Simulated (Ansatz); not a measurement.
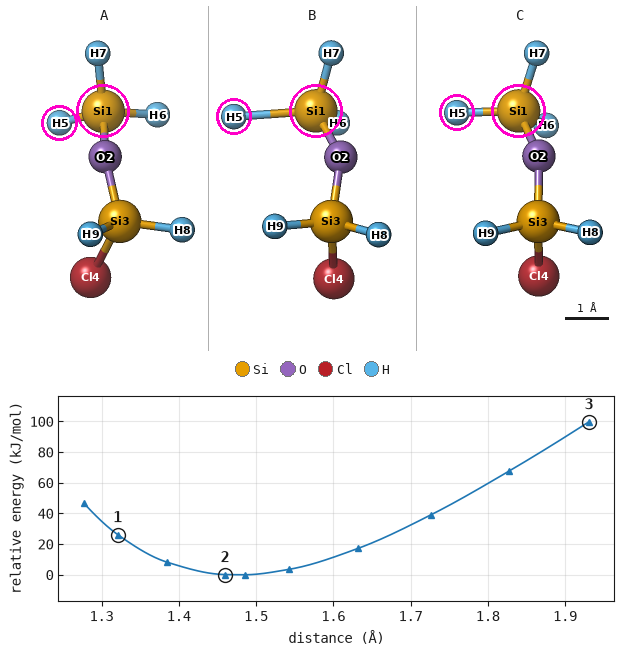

Si2H5OCl: the Si1–H5 distance is varied, with all other coordinates relaxed. The frames are shuffled; the numbered points of the plot belong to them. Style: ball-and-stick. Shown from a free direction. The ringed atoms are those of the scanned coordinate.

Computed with Ansatz: wB97M-V, basis def2-TZVPP, on geometries relaxed under the constraint at PBE0-D4/def2-TZVP. Energies are counted from the PBE0-D4/def2-TZVP minimum geometry at the same level.

**Which frame belongs to which numbered point?**

Point 1 is frame A (the distance 1.321 Å, 26.2 kJ/mol); 2 is frame C (the distance 1.460 Å, 0.1 kJ/mol); 3 is frame B (the distance 1.931 Å, 99.8 kJ/mol). Of the computed points the lowest is at the distance 1.485 Å, 0.0 kJ/mol. The end points stand at 46.7 kJ/mol (1.277 Å) and 99.8 kJ/mol (1.931 Å). The curvature at the lowest point is about 18 eV/Å² (2.9 mdyn/Å). The well is steeper on the short side, as for any bond.
